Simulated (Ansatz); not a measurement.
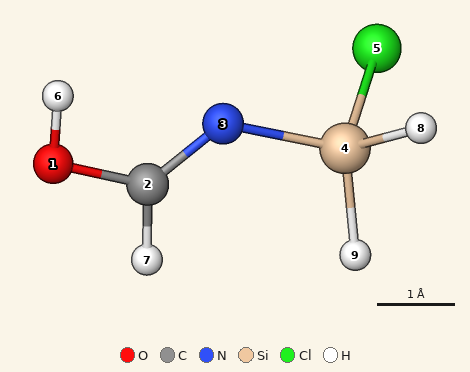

**Figure 1.** The input geometry (ball-and-stick view, seen at a tilt; atoms are numbered from 1 in the order of the input). Bond lengths as drawn: Cl–Si 2.08 Å, C–H 1.10 Å, C–N 1.27 Å, C–O 1.35 Å, H–O 0.98 Å, H–Si 1.49 to 1.50 Å and N–Si 1.74 Å.

CH₄ClNOSi: nudged elastic band (part 1 of 2)

CH₄ClNOSi, computed with RKS PBE/def2-mTZVP (Ansatz 0.2.0).

The run did not end well. It belongs to a series of runs on one base structure; here: band between the two ends.

**Input file**
```yaml
crystal:
  periodic: [false, false, false]
  atoms:
    - { symbol: O, position_ang: [2.067174, 0.79059, -1.158057] }
    - { symbol: C, position_ang: [1.038324, 0.061173, -0.678498] }
    - { symbol: "N", position_ang: [0.07258, 0.56965, -0.025891] }
    - { symbol: Si, position_ang: [-1.255621, -0.350313, 0.609084] }
    - { symbol: Cl, position_ang: [-1.143147, -0.392319, 2.687878] }
    - { symbol: H, position_ang: [1.892978, 1.721083, -0.886203] }
    - { symbol: H, position_ang: [1.185227, -0.999285, -0.949617] }
    - { symbol: H, position_ang: [-2.528132, 0.327319, 0.245029] }
    - { symbol: H, position_ang: [-1.240884, -1.774098, 0.139275] }
basis:
  gaussian: { orbitals: def2-mTZVP }
hamiltonian:
  xc: pbe
neb:
  order_check: false
  images: 9
  f_tol: 0.03
  max_iterations: 60
  optimiser: fire
  climbing: true
  final_atoms:
    - { symbol: O, position_ang: [1.66617672, 0.86111898, -1.21338952] }
    - { symbol: C, position_ang: [0.82744998, 0.05912357, -0.53913712] }
    - { symbol: "N", position_ang: [-0.27094357, 0.38422028, 0.06200527] }
    - { symbol: Si, position_ang: [-1.76385061, -0.82085792, 0.47644011] }
    - { symbol: Cl, position_ang: [-1.54103897, -0.70273528, 2.63944485] }
    - { symbol: H, position_ang: [1.3481578, 1.78916579, -1.21070292] }
    - { symbol: H, position_ang: [1.1317381, -0.98890968, -0.56469729] }
    - { symbol: H, position_ang: [-0.49241806, 1.3853955, 0.11714114] }
    - { symbol: H, position_ang: [-0.81677241, -2.01272124, 0.21589547] }
  initial_path:
    images:
      - { positions_ang: [[2.067174, 0.79059, -1.158057], [1.038324, 0.061173, -0.678498], [0.07258, 0.56965, -0.025891], [-1.255621, -0.350313, 0.609084], [-1.143147, -0.392319, 2.687878], [1.892978, 1.721083, -0.886203], [1.185227, -0.999285, -0.949617], [-2.528132, 0.327319, 0.245029], [-1.240884, -1.774098, 0.139275]] }
      - { positions_ang: [[2.02650349, 0.78260921, -1.13356015], [1.00794575, 0.0579218, -0.62932934], [0.00365574, 0.57485154, -0.06603736], [-1.2673223, -0.36438932, 0.60374915], [-1.07692562, -0.46990086, 2.65085815], [1.79690211, 1.71314297, -0.94996671], [1.20522002, -0.99191651, -0.79889691], [-2.33215659, 0.41578892, 0.20845977], [-1.27532361, -1.76430776, 0.09772341]] }
      - { positions_ang: [[1.98583298, 0.77462843, -1.10906329], [0.9775675, 0.05467061, -0.58016069], [-0.06526853, 0.58005308, -0.10618371], [-1.2790236, -0.37846563, 0.59841429], [-1.01070423, -0.54748273, 2.6138383], [1.70082623, 1.70520294, -1.01373042], [1.22521305, -0.98454802, -0.64817683], [-2.13618119, 0.50425884, 0.17189053], [-1.30976322, -1.75451752, 0.05617181]] }
      - { positions_ang: [[1.94516247, 0.76664764, -1.08456644], [0.94718926, 0.05141941, -0.53099203], [-0.13419279, 0.58525461, -0.14633007], [-1.2907249, -0.39254195, 0.59307944], [-0.94448285, -0.62506459, 2.57681845], [1.60475034, 1.69726291, -1.07749413], [1.24520607, -0.97717953, -0.49745674], [-1.94020578, 0.59272877, 0.1353213], [-1.34420282, -1.74472728, 0.01462022]] }
      - { positions_ang: [[1.90449196, 0.75866686, -1.06006958], [0.91681101, 0.04816822, -0.48182337], [-0.20311705, 0.59045615, -0.18647642], [-1.3024262, -0.40661827, 0.58774459], [-0.87826147, -0.70264645, 2.5397986], [1.50867446, 1.68932287, -1.14125784], [1.2651991, -0.96981104, -0.34673666], [-1.74423037, 0.68119869, 0.09875206], [-1.37864243, -1.73493704, -0.02693138]] }
      - { positions_ang: [[1.86382145, 0.75068607, -1.03557273], [0.88643276, 0.04491702, -0.43265471], [-0.27204131, 0.59565769, -0.22662278], [-1.3141275, -0.42069458, 0.58240973], [-0.81204008, -0.78022831, 2.50277875], [1.41259857, 1.68138284, -1.20502155], [1.28519212, -0.96244255, -0.19601657], [-1.54825496, 0.76966861, 0.06218283], [-1.41308204, -1.7251468, -0.06848297]] }
      - { positions_ang: [[1.82429251, 0.77277265, -1.07113609], [0.8746362, 0.04775833, -0.45395119], [-0.27182176, 0.55337021, -0.16889717], [-1.40407213, -0.50072725, 0.56121581], [-0.95783986, -0.76472971, 2.53011197], [1.39971042, 1.70293943, -1.20615782], [1.25450132, -0.96773597, -0.26975272], [-1.33708758, 0.89281399, 0.07317449], [-1.29382011, -1.78266169, -0.01160728]] }
      - { positions_ang: [[1.78476356, 0.79485924, -1.10669944], [0.86283965, 0.05059964, -0.47524767], [-0.27160222, 0.51108273, -0.11117156], [-1.49401675, -0.58075992, 0.54002188], [-1.10363963, -0.7492311, 2.55744519], [1.38682226, 1.72449602, -1.2072941], [1.22381051, -0.9730294, -0.34348886], [-1.1259202, 1.01595937, 0.08416615], [-1.17455819, -1.84017657, 0.04526841]] }
      - { positions_ang: [[1.74523461, 0.81694582, -1.1422628], [0.85104309, 0.05344095, -0.49654415], [-0.27138267, 0.46879524, -0.05344595], [-1.58396137, -0.66079258, 0.51882796], [-1.24943941, -0.73373249, 2.58477841], [1.37393411, 1.74605261, -1.20843037], [1.19311971, -0.97832283, -0.417225], [-0.91475282, 1.13910474, 0.09515782], [-1.05529626, -1.89769146, 0.1021441]] }
      - { positions_ang: [[1.70570567, 0.8390324, -1.17782616], [0.83924654, 0.05628226, -0.51784064], [-0.27116312, 0.42650776, 0.00427966], [-1.67390599, -0.74082525, 0.49763404], [-1.39523919, -0.71823388, 2.61211163], [1.36104595, 1.7676092, -1.20956665], [1.1624289, -0.98361625, -0.49096115], [-0.70358544, 1.26225012, 0.10614948], [-0.93603433, -1.95520635, 0.15901978]] }
      - { positions_ang: [[1.66617672, 0.86111898, -1.21338952], [0.82744998, 0.05912357, -0.53913712], [-0.27094357, 0.38422028, 0.06200527], [-1.76385061, -0.82085792, 0.47644011], [-1.54103897, -0.70273528, 2.63944485], [1.3481578, 1.78916579, -1.21070292], [1.1317381, -0.98890968, -0.56469729], [-0.49241806, 1.3853955, 0.11714114], [-0.81677241, -2.01272124, 0.21589547]] }
```

Run as:
```bash
ansatz run input.yaml --threads 2 --pin off --max-ram 3072MiB --backend cpu --events-out ev --progress --plain --runs-dir out
```

**What the program printed**
```
Engine: ansatz 0.2.0, x86_64-unknown-linux-gnu
Functional definition: PBE
  parameter kappa = 0.804
  parameter beta = 0.06672455060314922
  exchange = pbe_x(kappa = kappa, mu = beta*pi^2/3)
  correlation = pbe_c(beta = beta)
1093 factors; their error is unknown
mean field evaluation 1: about -25019.0981 eV, gradient 7.1e1 eV
mean field evaluation 2: about -24985.3099 eV, gradient 1.3e2 eV
mean field evaluation 4: about -25027.6389 eV, gradient 2.2e1 eV
mean field evaluation 8: about -25028.5549 eV, gradient 1.1e-1 eV
mean field evaluation 16: about -25028.5319 eV, gradient 1.1e-3 eV
mean field -25028.53190109 eV, -919.7815824169 hartree, gradient 4.1e-5 eV, S^2 0.000000; 0 other end points of the search recorded, 0 dependent functions left out
the calculation of the forces begins
reference -25028.53194306 eV, -919.7815839593 hartree; 28, 28 occupied and 90, 90 virtual orbitals, 1093 factors
1093 factors; their error is unknown
mean field evaluation 32: about -25027.1581 eV, gradient 4.9e-2 eV
mean field -25027.15812713 eV, -919.7310971550 hartree, gradient 7.2e-5 eV, S^2 0.000000; 0 other end points of the search recorded, 0 dependent functions left out
[... from here on the field's lines of each further geometry are left out, up to the last ...]
NEB iter   1: max|band force component| = 7.734e0 eV/Å  barrier→ = 4.3935 eV  barrier← = 3.0198 eV  Δτ_max = 0.1142 Å  (360 SCF iters)
NEB iter   2: max|band force component| = 5.539e0 eV/Å  barrier→ = 3.6337 eV  barrier← = 2.2600 eV  Δτ_max = 0.0892 Å  (306 SCF iters)
NEB iter   3: max|band force component| = 5.458e0 eV/Å  barrier→ = 3.4346 eV  barrier← = 2.0608 eV  Δτ_max = 0.0221 Å  (290 SCF iters)
NEB iter   4: max|band force component| = 3.729e0 eV/Å  barrier→ = 3.3262 eV  barrier← = 1.9524 eV  Δτ_max = 0.0377 Å  (288 SCF iters)
NEB iter   5: max|band force component| = 1.858e0 eV/Å  barrier→ = 3.2324 eV  barrier← = 1.8587 eV  Δτ_max = 0.0362 Å  (283 SCF iters)
NEB iter   6: max|band force component| = 5.451e0 eV/Å  barrier→ = 3.2036 eV  barrier← = 1.8299 eV  Δτ_max = 0.0057 Å  (293 SCF iters)
NEB iter   7: max|band force component| = 4.553e0 eV/Å  barrier→ = 3.1840 eV  barrier← = 1.8102 eV  Δτ_max = 0.0104 Å  (273 SCF iters)
NEB iter   8: max|band force component| = 3.042e0 eV/Å  barrier→ = 3.1539 eV  barrier← = 1.7802 eV  Δτ_max = 0.0134 Å  (279 SCF iters)
NEB iter   9: max|band force component| = 1.409e0 eV/Å  barrier→ = 3.1256 eV  barrier← = 1.7518 eV  Δτ_max = 0.0141 Å  (278 SCF iters)
NEB iter  10: max|band force component| = 1.416e0 eV/Å  barrier→ = 3.1064 eV  barrier← = 1.7326 eV  Δτ_max = 0.0123 Å  (286 SCF iters)
NEB iter  11: max|band force component| = 2.391e0 eV/Å  barrier→ = 3.0947 eV  barrier← = 1.7209 eV  Δτ_max = 0.0098 Å  (289 SCF iters)
NEB iter  12: max|band force component| = 2.866e0 eV/Å  barrier→ = 3.0831 eV  barrier← = 1.7094 eV  Δτ_max = 0.0120 Å  (289 SCF iters)
NEB iter  13: max|band force component| = 2.848e0 eV/Å  barrier→ = 3.0632 eV  barrier← = 1.6894 eV  Δτ_max = 0.0146 Å  (293 SCF iters)
NEB iter  14: max|band force component| = 2.246e0 eV/Å  barrier→ = 3.0313 eV  barrier← = 1.6575 eV  Δτ_max = 0.0202 Å  (289 SCF iters)
NEB iter  15: max|band force component| = 9.942e-1 eV/Å  barrier→ = 2.9928 eV  barrier← = 1.6190 eV  Δτ_max = 0.0246 Å  (291 SCF iters)
NEB iter  16: max|band force component| = 1.129e0 eV/Å  barrier→ = 2.9622 eV  barrier← = 1.5884 eV  Δτ_max = 0.0246 Å  (290 SCF iters)
NEB iter  17: max|band force component| = 2.028e0 eV/Å  barrier→ = 2.9443 eV  barrier← = 1.5706 eV  Δτ_max = 0.0272 Å  (295 SCF iters)
NEB iter  18: max|band force component| = 1.354e0 eV/Å  barrier→ = 2.9204 eV  barrier← = 1.5467 eV  Δτ_max = 0.0307 Å  (294 SCF iters)
NEB iter  19: max|band force component| = 9.292e-1 eV/Å  barrier→ = 2.8889 eV  barrier← = 1.5151 eV  Δτ_max = 0.0348 Å  (296 SCF iters)
NEB iter  20: max|band force component| = 1.761e0 eV/Å  barrier→ = 2.8745 eV  barrier← = 1.5007 eV  Δτ_max = 0.0079 Å  (291 SCF iters)
NEB iter  21: max|band force component| = 9.130e-1 eV/Å  barrier→ = 2.8676 eV  barrier← = 1.4938 eV  Δτ_max = 0.0112 Å  (275 SCF iters)
NEB iter  22: max|band force component| = 8.728e-1 eV/Å  barrier→ = 2.8642 eV  barrier← = 1.4905 eV  Δτ_max = 0.0043 Å  (285 SCF iters)
NEB iter  23: max|band force component| = 8.526e-1 eV/Å  barrier→ = 2.8626 eV  barrier← = 1.4888 eV  Δτ_max = 0.0073 Å  (256 SCF iters)
NEB iter  24: max|band force component| = 8.140e-1 eV/Å  barrier→ = 2.8609 eV  barrier← = 1.4872 eV  Δτ_max = 0.0108 Å  (268 SCF iters)
NEB iter  25: max|band force component| = 7.892e-1 eV/Å  barrier→ = 2.8595 eV  barrier← = 1.4857 eV  Δτ_max = 0.0139 Å  (277 SCF iters)
NEB iter  26: max|band force component| = 6.799e-1 eV/Å  barrier→ = 2.8576 eV  barrier← = 1.4838 eV  Δτ_max = 0.0167 Å  (294 SCF iters)
NEB iter  27: max|band force component| = 5.948e-1 eV/Å  barrier→ = 2.8558 eV  barrier← = 1.4821 eV  Δτ_max = 0.0192 Å  (295 SCF iters)
NEB iter  28: max|band force component| = 7.114e-1 eV/Å  barrier→ = 2.8546 eV  barrier← = 1.4808 eV  Δτ_max = 0.0233 Å  (290 SCF iters)
NEB iter  29: max|band force component| = 5.852e-1 eV/Å  barrier→ = 2.8518 eV  barrier← = 1.4780 eV  Δτ_max = 0.0275 Å  (286 SCF iters)
NEB iter  30: max|band force component| = 6.554e-1 eV/Å  barrier→ = 2.8467 eV  barrier← = 1.4730 eV  Δτ_max = 0.0325 Å  (295 SCF iters)
NEB iter  31: max|band force component| = 5.645e-1 eV/Å  barrier→ = 2.8383 eV  barrier← = 1.4645 eV  Δτ_max = 0.0421 Å  (291 SCF iters)
NEB iter  32: max|band force component| = 5.481e-1 eV/Å  barrier→ = 2.8261 eV  barrier← = 1.4523 eV  Δτ_max = 0.0511 Å  (290 SCF iters)
NEB iter  33: max|band force component| = 1.243e0 eV/Å  barrier→ = 2.8120 eV  barrier← = 1.4382 eV  CI = image 6  Δτ_max = 0.0599 Å  (290 SCF iters)
NEB iter  34: max|band force component| = 1.015e0 eV/Å  barrier→ = 2.8374 eV  barrier← = 1.4636 eV  CI = image 6  Δτ_max = 0.0135 Å  (288 SCF iters)
NEB iter  35: max|band force component| = 8.837e-1 eV/Å  barrier→ = 2.8495 eV  barrier← = 1.4757 eV  CI = image 6  Δτ_max = 0.0251 Å  (271 SCF iters)
NEB iter  36: max|band force component| = 6.321e-1 eV/Å  barrier→ = 2.8657 eV  barrier← = 1.4919 eV  CI = image 6  Δτ_max = 0.0327 Å  (262 SCF iters)
NEB iter  37: max|band force component| = 4.084e-1 eV/Å  barrier→ = 2.8731 eV  barrier← = 1.4993 eV  CI = image 6  Δτ_max = 0.0344 Å  (277 SCF iters)
NEB iter  38: max|band force component| = 3.723e-1 eV/Å  barrier→ = 2.8641 eV  barrier← = 1.4904 eV  CI = image 6  Δτ_max = 0.0060 Å  (279 SCF iters)
NEB iter  39: max|band force component| = 3.455e-1 eV/Å  barrier→ = 2.8624 eV  barrier← = 1.4886 eV  CI = image 6  Δτ_max = 0.0112 Å  (243 SCF iters)
NEB iter  40: max|band force component| = 2.938e-1 eV/Å  barrier→ = 2.8592 eV  barrier← = 1.4854 eV  CI = image 6  Δτ_max = 0.0150 Å  (261 SCF iters)
NEB iter  41: max|band force component| = 2.337e-1 eV/Å  barrier→ = 2.8543 eV  barrier← = 1.4805 eV  CI = image 6  Δτ_max = 0.0171 Å  (267 SCF iters)
NEB iter  42: max|band force component| = 2.196e-1 eV/Å  barrier→ = 2.8478 eV  barrier← = 1.4740 eV  CI = image 6  Δτ_max = 0.0174 Å  (267 SCF iters)
NEB iter  43: max|band force component| = 2.189e-1 eV/Å  barrier→ = 2.8395 eV  barrier← = 1.4657 eV  CI = image 6  Δτ_max = 0.0195 Å  (269 SCF iters)
NEB iter  44: max|band force component| = 2.149e-1 eV/Å  barrier→ = 2.8299 eV  barrier← = 1.4561 eV  CI = image 6  Δτ_max = 0.0238 Å  (271 SCF iters)
NEB iter  45: max|band force component| = 2.248e-1 eV/Å  barrier→ = 2.8187 eV  barrier← = 1.4449 eV  CI = image 6  Δτ_max = 0.0292 Å  (274 SCF iters)
NEB iter  46: max|band force component| = 2.374e-1 eV/Å  barrier→ = 2.8065 eV  barrier← = 1.4327 eV  CI = image 6  Δτ_max = 0.0351 Å  (282 SCF iters)
NEB iter  47: max|band force component| = 3.262e-1 eV/Å  barrier→ = 2.7937 eV  barrier← = 1.4199 eV  CI = image 6  Δτ_max = 0.0430 Å  (278 SCF iters)
NEB iter  48: max|band force component| = 5.854e-1 eV/Å  barrier→ = 2.7808 eV  barrier← = 1.4070 eV  CI = image 6  Δτ_max = 0.0247 Å  (280 SCF iters)
NEB iter  49: max|band force component| = 1.643e0 eV/Å  barrier→ = 2.7859 eV  barrier← = 1.4121 eV  CI = image 6  Δτ_max = 0.0167 Å  (280 SCF iters)
NEB iter  50: max|band force component| = 2.285e-1 eV/Å  barrier→ = 2.7774 eV  barrier← = 1.4036 eV  CI = image 6  Δτ_max = 0.0017 Å  (281 SCF iters)
NEB iter  51: max|band force component| = 2.024e-1 eV/Å  barrier→ = 2.7766 eV  barrier← = 1.4028 eV  CI = image 6  Δτ_max = 0.0030 Å  (225 SCF iters)
NEB iter  52: max|band force component| = 1.967e-1 eV/Å  barrier→ = 2.7760 eV  barrier← = 1.4023 eV  CI = image 6  Δτ_max = 0.0015 Å  (227 SCF iters)
NEB iter  53: max|band force component| = 1.951e-1 eV/Å  barrier→ = 2.7755 eV  barrier← = 1.4017 eV  CI = image 6  Δτ_max = 0.0028 Å  (216 SCF iters)
NEB iter  54: max|band force component| = 1.927e-1 eV/Å  barrier→ = 2.7749 eV  barrier← = 1.4011 eV  CI = image 6  Δτ_max = 0.0014 Å  (227 SCF iters)
NEB iter  55: max|band force component| = 1.928e-1 eV/Å  barrier→ = 2.7744 eV  barrier← = 1.4007 eV  CI = image 6  Δτ_max = 0.0028 Å  (214 SCF iters)
NEB iter  56: max|band force component| = 1.935e-1 eV/Å  barrier→ = 2.7738 eV  barrier← = 1.4000 eV  CI = image 6  Δτ_max = 0.0014 Å  (217 SCF iters)
NEB iter  57: max|band force component| = 1.944e-1 eV/Å  barrier→ = 2.7734 eV  barrier← = 1.3997 eV  CI = image 6  Δτ_max = 0.0028 Å  (213 SCF iters)
NEB iter  58: max|band force component| = 1.957e-1 eV/Å  barrier→ = 2.7728 eV  barrier← = 1.3990 eV  CI = image 6  Δτ_max = 0.0014 Å  (216 SCF iters)
NEB iter  59: max|band force component| = 1.959e-1 eV/Å  barrier→ = 2.7725 eV  barrier← = 1.3987 eV  CI = image 6  Δτ_max = 0.0028 Å  (208 SCF iters)
the calculation of the forces begins
reference -25027.06069699 eV, -919.7275166633 hartree; 28, 28 occupied and 90, 90 virtual orbitals, 1093 factors
these checks for a lower state are left out or cut short: starts, cluster_reference, orbital_swaps, neighbouring_geometries, increment
1093 factors; their error is unknown
mean field -25027.14459760 eV, -919.7305999538 hartree, gradient 1.1e-5 eV, S^2 0.000000; 0 other end points of the search recorded, 0 dependent functions left out
the calculation of the forces begins
reference -25027.14463596 eV, -919.7306013636 hartree; 28, 28 occupied and 90, 90 virtual orbitals, 1093 factors
NEB iter  60: max|band force component| = 1.965e-1 eV/Å  barrier→ = 2.7719 eV  barrier← = 1.3981 eV  CI = image 6  Δτ_max = 0.0042 Å  (213 SCF iters)
```
